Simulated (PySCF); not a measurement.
# SiH3S (SMILES [SiH2]S): levels of theory compared

Wanted: a comparison of 6 runs (UB2PLYP/STO-3G, UB3LYP/STO-3G, UM06-2X/STO-3G, UPBE0/STO-3G, NEVPT2(3,3)/STO-3G, UCCSDT/STO-3G) of SiH3S. 

Program for the calculation: PySCF 2.14.0.

2 further runs of the same task are left out: 2 set aside as unsound or not needed.

## 1. The system as given

SiH3S has 5 atoms, charge 0, and is taken as a doublet. As SMILES, `[SiH2]S`. The Si1–H4 distance was set to 3.273 Å, away from the relaxed value. At this shape a bond of the SMILES string is far longer than usual.

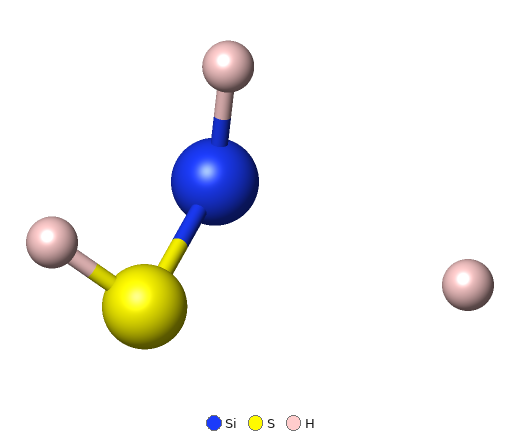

The structure, seen from a chosen angle (silicon blue, sulfur yellow, hydrogen pink).

## 2. A single-point energy at UB2PLYP/STO-3G (run 1)

File calc.py:

```python
from pyscf import gto, dft, mp

mol = gto.M(
    atom=[
    ('Si', (1.516498, -0.514960, 0.435419)),
    ('S', (1.885898, 1.585040, 0.450219)),
    ('H', (1.518298, -1.077760, 1.817719)),
    ('H', (-1.440300, -0.843200, -0.929900)),
    ('H', (3.020598, 1.493340, 1.164019)),
],
    charge=0,
    verbose=3,
    max_memory=1860,
    basis='sto-3g',
    spin=1,
)

myscf = dft.UKS(mol)
myscf.xc = '0.53*HF + 0.47*B88, 0.73*LYP'
myscf.conv_tol = 1e-10
myscf.grids.level = 5
myscf.kernel()
if not myscf.converged:
    myscf = myscf.newton().run(myscf.mo_coeff, myscf.mo_occ)

pt = mp.MP2(myscf, frozen=10).run()
energy = myscf.e_tot + 0.27 * pt.e_corr
print('PT2 part  %.8f' % (0.27 * pt.e_corr))
print('E = %.10f Eh' % energy)
```

Started as:

```bash
$ OMP_NUM_THREADS=1 python calc.py
```

Output:

```text
converged SCF energy = -681.167567995874  <S^2> = 0.90585546  2S+1 = 2.1502144
E(UMP2) = -681.239852211653  E_corr = -0.0722842157791479
E(SCS-UMP2) = -681.248564814851  E_corr = -0.0809968189769392
PT2 part  -0.01951674
E = -681.1870847341 Eh
```

Run time: 6.6 s. Hardware: 1 thread of Arm Neoverse V1, shared host; peak memory 0.21 GiB.

## 3. A single-point energy at UB3LYP/STO-3G (run 2)

File start.xyz:

```xyz
5
H3SSi
Si     1.516498    -0.514960     0.435419
S      1.885898     1.585040     0.450219
H      1.518298    -1.077760     1.817719
H     -1.440300    -0.843200    -0.929900
H      3.020598     1.493340     1.164019
```

File input.py:

```python
from pyscf import gto, dft

mol = gto.M(
    atom='start.xyz',
    verbose=4,
    max_memory=1860,
    spin=1,
    basis='sto-3g',
)

ks = dft.UKS(mol)
ks.xc = 'b3lyp'
ks.grids.level = 5
ks.conv_tol = 1e-10
ks.kernel()
if not ks.converged:
    ks = ks.newton().run(ks.mo_coeff, ks.mo_occ)

e_tot = ks.e_tot
print('Final energy', e_tot)
```

Started as:

```bash
$ OMP_NUM_THREADS=1 python input.py
```

Output:

```text
PySCF version 2.14.0

[INPUT] num. atoms = 5
[INPUT] num. electrons = 33
[INPUT] charge = 0
[INPUT] spin (= nelec alpha-beta = 2S) = 1
[INPUT] symmetry False subgroup None
[INPUT] Mole.unit = angstrom
[INPUT] Symbol           X                Y                Z      unit          X                Y                Z       unit  Magmom
[INPUT]  1 Si     1.516498000000  -0.514960000000   0.435419000000 AA    2.865765888451  -0.973133365106   0.822822659432 Bohr   0.0
[INPUT]  2 S      1.885898000000   1.585040000000   0.450219000000 AA    3.563830718865   2.995291496481   0.850790606076 Bohr   0.0
[INPUT]  3 H      1.518298000000  -1.077760000000   1.817719000000 AA    2.869167395475  -2.036671228011   3.434991081418 Bohr   0.0
[INPUT]  4 H     -1.440300000000  -0.843200000000  -0.929900000000 AA   -2.721772537211  -1.593417068233  -1.757256323233 Bohr   0.0
[INPUT]  5 H      3.020598000000   1.493340000000   1.164019000000 AA    5.708102952409   2.822003610858   2.199677113790 Bohr   0.0

[... 41 lines left out ...]
WARN: HOMO -0.169321533696743 >= LUMO -0.169321533696746
[... 58 lines left out ...]
converged SCF energy = -681.502685514521  <S^2> = 0.79519344  2S+1 = 2.0446941
Final energy -681.5026855145205
```

Run time: 6.6 s. Hardware: 1 thread of Arm Neoverse V1, shared host; peak memory 0.21 GiB.

Runs 3 to 5 aren't shown in full; the table further down has their settings and results.

## 4. The energy at UCCSDT/STO-3G (run 6)

File calc.py:

```python
from pyscf import gto, scf, cc

mol = gto.M(
    atom='''
Si     2.865766    -0.973133     0.822823
S      3.563831     2.995291     0.850791
H      2.869167    -2.036671     3.434991
H     -2.721773    -1.593417    -1.757256
H      5.708103     2.822004     2.199677
''',
    charge=0,
    basis='sto-3g',
    verbose=3,
    max_memory=1860,
    unit='bohr',
    spin=1,
)

hf = scf.UHF(mol)
hf.conv_tol = 1e-10
hf.kernel()
if not hf.converged:
    hf = hf.newton().run(hf.mo_coeff, hf.mo_occ)

mycc = cc.CCSDT(hf, frozen=10)
mycc.kernel()
e_final = mycc.e_tot
print('E = %.10f Eh' % e_final)
```

Started as:

```bash
$ OMP_NUM_THREADS=1 python calc.py
```

Output:

```text
converged SCF energy = -680.331890940055  <S^2> = 0.75200686  2S+1 = 2.0020059
_make_eris_incore_UCCSDT

WARN: A large `blksize_v_aaa` is being used, which may cause large memory consumption
      for storing contraction intermediates. If memory is sufficient, consider using
      `pyscf.cc.uccsdt_highm.UCCSDT` instead.

WARN: A large `blksize_v_aab` is being used, which may cause large memory consumption
      for storing contraction intermediates. If memory is sufficient, consider using
      `pyscf.cc.uccsdt_highm.UCCSDT` instead.

UCCSDT converged
E(UCCSDT) = -680.4128562275257   E_corr = -0.08096528747073034
E_corr(same-spin) = -0.00476110125115746
E_corr(oppo-spin) = -0.0762041862195729
E = -680.4128562275 Eh
```

It took 2.5 s on 1 thread of Arm Neoverse V1, shared host; peak memory 0.1 GiB.

## 5. All runs side by side

| run | level | frozen core orbitals | integration grid | energy (Eh) | dipole moment (D) of the reference | HOMO energy (eV) | LUMO energy (eV) | wall time |
| --- | --- | --- | --- | --- | --- | --- | --- | --- |
| 1 | UB2PLYP/STO-3G | 10 | 5 | -681.187085 | 1.17 | -3.55 | 2.92 | 6.6 s |
| 2 | UB3LYP/STO-3G | – | 5 | -681.502686 | 1.24 | -2.32 | 1.00 | 6.6 s |
| 3 | UM06-2X/STO-3G | – | 5 | -681.514307 | 1.10 | -3.58 | 2.34 | 9.6 s |
| 4 | UPBE0/STO-3G | – | 5 | -681.246401 | 1.21 | -2.47 | 1.37 | 6.3 s |
| 5 | NEVPT2(3,3)/STO-3G | – | – | -680.391831 | 1.32 | – | – | 1.2 s |
| 6 | UCCSDT/STO-3G | 10 | – | -680.412856 | 1.32 | -5.23 | 5.60 | 2.5 s |

## 6. Summary of results

```
                                                         quantity          value
                                              run 6: total energy  -680.41286 Eh
                      run 6: dipole moment (Hartree–Fock density)         1.32 D
run 6: HOMO energy (Hartree–Fock orbitals) (highest over α and β)       -5.23 eV
 run 6: LUMO energy (Hartree–Fock orbitals) (lowest over α and β)        5.60 eV
              run 6: correlation energy (10 core orbitals frozen)      -81.0 mEh
                         run 6: ⟨S²⟩ of the reference determinant          0.752
                                             run 6: T1 diagnostic          0.023
```

Over runs 1, 2, 3, 4 the dipole moment (its size) runs from 1.10 D (UM06-2X/STO-3G) to 1.24 D (UB3LYP/STO-3G). Totals of different functionals can't be ranked against each other. In runs 1, 2, 3, 4, 5, 6 the basis is minimal, so the values are rough. Spin contamination of the reference: run 1 ⟨S²⟩ = 0.91. All runs together took 33 s, the longest 9.6 s.
